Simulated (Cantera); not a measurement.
Input: 1 mol Fe2O3, 2.3 mol C, a varied amount of H2, equilibrated at 1000 K and 0.370 bar.

These are equilibrium values from Cantera (NASA tables, ideal gas, pure condensed phases), not measurements of a reactor. Candidate condensed phases: C, C6H6, C7H8, C8H18, Fe, Fe(CO)5, FeO, Fe(OH)2, Fe(OH)3, Fe2O3, Fe3O4, H2O; 114 gas species. The tables' stoichiometric FeO is somewhat more stable than real wüstite, so its field is too wide. FeO: taken at fixed stoichiometry. The numbers say what is thermodynamically allowed, not how fast it happens.

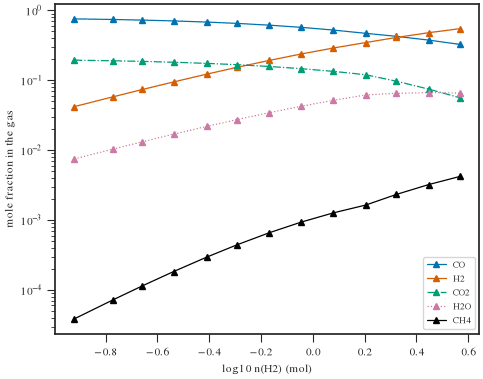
*Equilibrium gas composition (values under 1e-9 drawn at 1e-9)*

### Question
Read off the mole fractions at 0.9 mol H2.

### Answer
CO about 0.57, H2 about 0.24, CO2 about 0.15, H2O about 0.042, CH4 about 0.00093.
